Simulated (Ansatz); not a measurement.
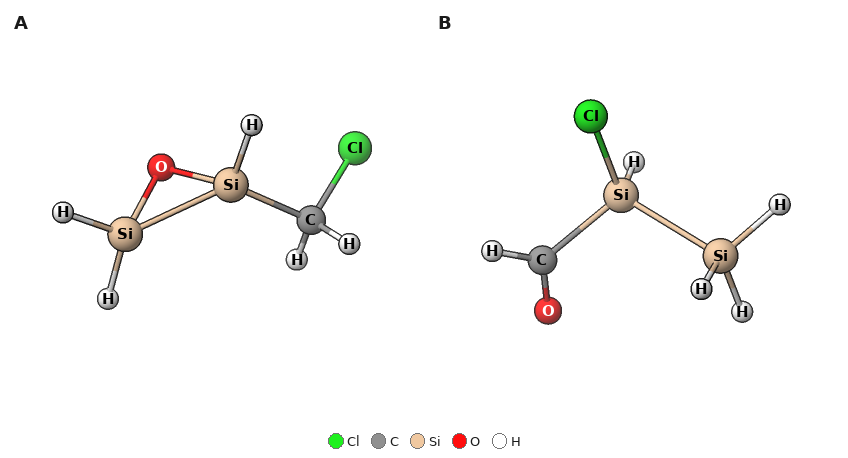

2 stationary structures of one formula. Geometries: PBE0-D4/def2-TZVP. Electronic energies: CCSD(T)/CBS (MP2 limit from def2-TZVPP and def2-QZVPP plus CCSD(T) − MP2) (Ansatz 0.2.0), without zero-point energy. No frequency run is at hand to confirm each as a minimum. Each is one conformer, not always the lowest.

### Are they conformers, stereoisomers or constitutional isomers?

They are constitutional isomers of CH5ClOSi2: A `ClC[Si@H]1O[SiH2]1`, B `O=C[Si@H]([SiH3])Cl`.

### Which is lowest in energy, and by how much?

A is lowest; B lies 0.331 eV above it.
